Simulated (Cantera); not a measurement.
Charge: 1 mol SiCl4, 3.7 mol HCl, 2.1 mol H2, 0.00027 mol O2, at 11.0 bar.

Cantera equilibrium calculation (NASA polynomials, part measured and part estimated; ideal gas, pure solids and liquids). Candidate condensed phases: H2O, Si, SiO2; 30 gas species. The tables' values for SiCl3 are old estimates; treat these amounts as uncertain. The tables hold silica as quartz up to 1696 K and as liquid above; real silica turns to tridymite and cristobalite and melts near 1996 K. Rates play no part.

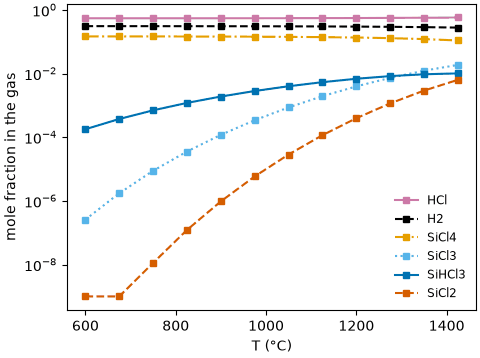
Figure: Equilibrium gas composition (values under 1e-9 drawn at 1e-9)

**Question.** Read off the mole fractions at 975 °C.

**Answer.** HCl about 0.55, H2 about 0.31, SiCl4 about 0.14, SiHCl3 about 0.0028, SiCl3 about 0.00034, SiCl2 about 5.9e-6.
